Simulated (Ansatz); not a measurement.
# NiH3: one candidate of a structure search, part 2 of 2

The task: take a trial cell of NiH3 to zero force and stress.

Ansatz 0.2.0; DFT PBE, scalar-relativistic, plane waves, PAW.

**4. Final relaxation**

The end of the coarse run is made exact in the group found at a tolerance of 0.06 Å and reduced to its primitive cell. The moments had died out, so spin is switched off.

input.yaml

```yaml
crystal:
  lattice:
    - [0.0, 2.1486430242, 2.1486430242]
    - [2.1486430242, 0.0, 2.1486430242]
    - [2.1486430242, 2.1486430242, 0.0]
  atoms:
    - { symbol: Ni, position: [0.0, 0.0, 0.0] }
    - { symbol: H, position: [0.25, 0.25, 0.25] }
    - { symbol: H, position: [0.75, 0.75, 0.75] }
    - { symbol: H, position: [0.5, 0.5, 0.5] }
basis:
  ecutwfc: 420
kpoints:
  mp_grid: { grid: [18, 18, 18] }
hamiltonian:
  xc: pbe
scf:
  occupations: { method: gaussian, width: 0.1 }
output:
  forces: true
  stress: true
  eigenvalues: true
  write_density: true
  write_potential: true
  elf: true
  volumetric_format: npy
relax:
  adjacent_minimum: "off"
  f_tol: 0.01
  max_steps: 80
  cell: { stress_tol: 0.05 }
```

The run is started by

```console
ansatz run input.yaml --threads 1 --pin off --max-ram 2048MiB --backend cpu --events-out ev --progress --plain --runs-dir out
```

The program printed, cut to the lines that bear on the results:

```text
Warning: RAYON_NUM_THREADS=1 ignored (pool sized by the plan → 1); use --threads N
[...]
Pseudopotentials: kind: paw
Pseudopotential: Ni, paw, valence charge 18, recommended cutoff 420 eV (normal), Ni.paw.azcp
Pseudopotential: H, paw, valence charge 1, recommended cutoff 420 eV (normal), H.paw.azcp
Functional definition: PBE
[...]
Crystal: 4 atoms, lattice volume = 19.839 Å³
Basis set: ecut = 420 eV, 387 PW (Γ), exchange–correlation on 48×48×48 points (8 copies of the dense FFT grid, shifted against one another)
Bands: 15, of which v1, the nominal top of the filled ones, is band 11 counted from 1 (10 counted from 0)
Symmetry: 48 space group operations
Space group: Fm-3m (ITA 225), of the structure as read, at distance tolerance 2.7e-5 Å
k-points: 195 of 5832
[...]
SCF iter   1: F=—  HF=-5884.768386 eV  |F-HF|=—  |Δ(HF+E_count)|=         —  Δρ=1.20e-2  dr2=5.65e-3  ethr=1.77e-3  ⟨swp⟩=3.8  Hψ=12629  notcnv=0
[...]
        0.000000      -0.014021       0.000000
        0.000000       0.000000      -0.014021
  P = ⅓ Tr σ = -0.0140 GPa (-0.140 kbar)
--- Band table (eV; the first three rows and the last of 195) ---
  k-point 0: bands = ["-91.0905", "-51.5121", "-51.5121", "-51.5121", "-1.4931", "9.7240", "9.7240", "9.7240", "10.4685", "10.4685", "13.9751", "17.2327", "26.1362", "26.1362", "26.1362"]
[...]
--- Relaxed structure (2 steps of the walk, 2 accepted, 1 SCFs on fresh bases) ---
  F+E_penalty+E_count = -5884.76832094 eV   max|allowed force component| = 2.277e-18 eV/Å   (the final SCF, on the basis selected at the relaxed cell)
  cell:  # Å, volume = 19.7790 Å³
    - [3.8215290246716924e-35, 2.146469602059474, 2.146469602059474]
    - [2.146469602059474, 7.643058049343385e-35, 2.146469602059474]
    - [2.146469602059474, 2.146469602059474, -6.369215041119487e-35]
  atoms:
    - { symbol: Ni, position: [-5.158664301381824e-35, 7.95974898991494e-35, 3.804806701924151e-35] }
    - { symbol: H, position: [0.25, 0.25, 0.25] }
    - { symbol: H, position: [0.75, 0.75, 0.75] }
    - { symbol: H, position: [0.5, 0.5, 0.5] }
```

It took 10 s on 1 thread of Arm Neoverse V2, shared host; peak memory 0.35 GiB.

Relaxation path:

```
step  energy from step 1 (eV/cell)  largest force component (eV/Å)  pressure (GPa)  volume (Å³)
   1                        0.0000                          0.0000           -0.48        19.84
   2                       -0.0002                          0.0000           -0.01        19.78
   3                       -0.0001                          0.0000           -0.01        19.78
```

Step 1 is the start. Step 3 repeats the geometry before it on a plane-wave basis chosen anew for that cell, so its energy need not be comparable with the rows above.

Lengths and angles in the start's conventional setting:

|  | before | after | change |
| --- | --- | --- | --- |
| a (Å) | 4.297 | 4.293 | -0.1 % |
| b (Å) | 4.297 | 4.293 | -0.1 % |
| c (Å) | 4.297 | 4.293 | -0.1 % |
| volume (Å³/atom) | 4.96 | 4.94 | -0.3 % |
| shortest distance (Å) | 1.861 | 1.859 | -0.1 % |
| space group (0.01 Å) | Fm-3m | Fm-3m | same |

The run keeps the 48 symmetry operations of the start, so it could not have lowered the symmetry.

The maps below are laid out on this run's own conventional cell (a, b, c = 4.293, 4.293, 4.293 Å).

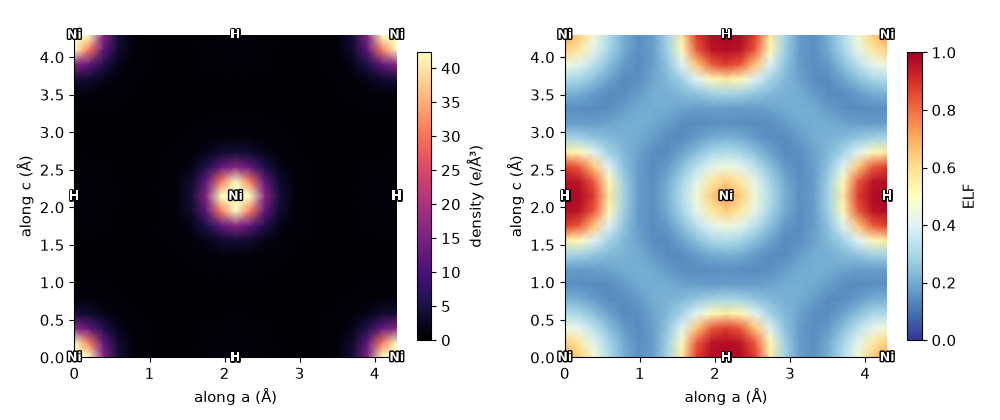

Density (left) and ELF (right) in a lattice plane of the grid's cell (edges 4.29 and 4.29 Å, at 0.000 of the third edge), which holds Ni and H. Only atoms in the plane are labelled; the density scale stops at 42.30 e/Å³. Both are smooth fields of the valence electrons: close to the nuclei they are not physical.

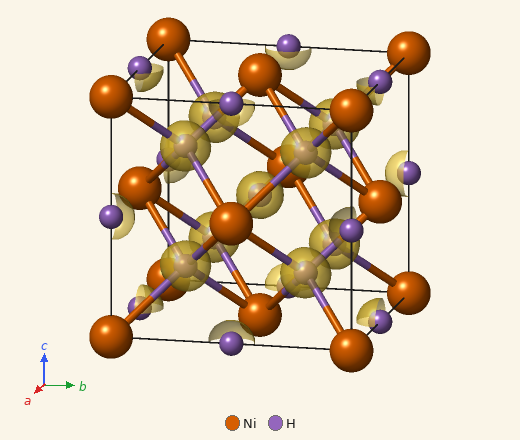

Surface of ELF = 0.85, drawn in one cell.

Outside the cores ELF peaks at 0.99 at H.

**5. Changed: mp_grid.grid [9, 9, 9]**

input.yaml

```yaml
crystal:
  lattice:
    - [0.0, 2.1464696021, 2.1464696021]
    - [2.1464696021, 0.0, 2.1464696021]
    - [2.1464696021, 2.1464696021, 0.0]
  atoms:
    - { symbol: Ni, position: [0.0, 0.0, 0.0] }
    - { symbol: H, position: [0.25, 0.25, 0.25] }
    - { symbol: H, position: [0.75, 0.75, 0.75] }
    - { symbol: H, position: [0.5, 0.5, 0.5] }
basis:
  ecutwfc: 420
kpoints:
  mp_grid: { grid: [9, 9, 9] }
hamiltonian:
  xc: pbe
scf:
  occupations: { method: gaussian, width: 0.1 }
output:
  forces: true
  eigenvalues: true
  stress: true
```

The run is started by

```console
ansatz run input.yaml --threads 1 --pin off --max-ram 2048MiB --backend cpu --events-out ev --progress --plain --runs-dir out
```

The program printed, cut to the lines that bear on the results:

```text
Warning: RAYON_NUM_THREADS=1 ignored (pool sized by the plan → 1); use --threads N
[...]
[... 4 set-up lines as earlier in the session ...]
[...]
Crystal: 4 atoms, lattice volume = 19.779 Å³
Basis set: ecut = 420 eV, 387 PW (Γ), exchange–correlation on 48×48×48 points (8 copies of the dense FFT grid, shifted against one another)
Bands: 15, of which v1, the nominal top of the filled ones, is band 11 counted from 1 (10 counted from 0)
[... 2 set-up lines as earlier in the session ...]
k-points: 35 of 729
[...]
SCF iter   1: F=—  HF=-5884.763536 eV  |F-HF|=—  |Δ(HF+E_count)|=         —  Δρ=1.27e-2  dr2=5.94e-3  ethr=1.77e-3  ⟨swp⟩=3.7  Hψ=2276  notcnv=0
[...]
SCF iter   6: F=-5884.763134 eV  HF=-5884.763134 eV  |F-HF|=7.23e-8  |Δ(HF+E_count)|=   4.48e-7  Δρ=2.61e-5  dr2=7.12e-8  ethr=4.76e-10  ⟨swp⟩=4.6  Hψ=2155  notcnv=0
[...]
SCF converged after 6 iterations
Free energy (F): -5884.763134 eV
[...]
E sigma→0 (E₀):  -5884.760319 eV
Entropy (-TS):   -0.005632 eV (-1.408 meV/atom)
Fermi energy:    12.897899 eV
[...]
--- Forces (eV/Å), atoms counted from 1 ---
  atom   1  Ni    -0.00000000    -0.00000000     0.00000000
  atom   2  H      0.00000000     0.00000000     0.00000000
  atom   3  H      0.00000000    -0.00000000    -0.00000000
  atom   4  H      0.00000000    -0.00000000    -0.00000000
[...]
--- Stress (GPa, compression-positive) ---
       -0.072957       0.000000      -0.000000
       -0.000000      -0.072957      -0.000000
       -0.000000      -0.000000      -0.072957
  P = ⅓ Tr σ = -0.0730 GPa (-0.730 kbar)
--- Band table (eV; the first three rows and the last of 35) ---
  k-point 0: bands = ["-91.1000", "-51.5212", "-51.5212", "-51.5212", "-1.4930", "9.7178", "9.7178", "9.7178", "10.4604", "10.4604", "13.9785", "17.2314", "26.1346", "26.1346", "26.1346"]
[...]
```

It took 0.72 s on 1 thread of Arm Neoverse V2, shared host; peak memory 0.26 GiB.

| run | ending | energy change | pressure (GPa) | gap (eV) | force (eV/Å) | cycles | time |
| --- | --- | --- | --- | --- | --- | --- | --- |
| step 4 | converged | 0 | 0.0 | 0.00 | 0.00 | - | 10 s |
| variant | converged | +1.3 meV/atom | -0.1 | 0.00 | 0.00 | 6 | 0.72 s |

Changing the k-point mesh moves the energy by +1.3 meV/atom. Sampling errors of the energy have no fixed sign.

**6. What came out**

This closing draws on all 2 parts. Changes of volume or cell count from the first structure of part 1.

```
                                                              quantity                                                                      value
                                symmetry at the end (tolerance 0.05 Å)                                                space group Fm-3m (No. 225)
                                                     conventional cell  a = 4.293 Å, b = 4.293 Å, c = 4.293 Å, α = 90.00°, β = 90.00°, γ = 90.00°
                                                                volume                                                               4.94 Å³/atom
energy over the elements (uncorrected; H, N, O, F and Cl as molecules)                                                              +0.64 eV/atom
                                                       gap on the mesh                                                               none (metal)
```

What this shows: The space group Fm-3m (No. 225) is kept, and the volume per atom shrinks by 51.0 % from the first guess. With a positive formation energy it can't be a ground state. No finished test with a distortion of lower symmetry is shown, so the end may be a saddle point. A spin-polarised run here lost its starting moments, which speaks against magnetism, though one start doesn't rule it out. Other magnetic orders were not searched.
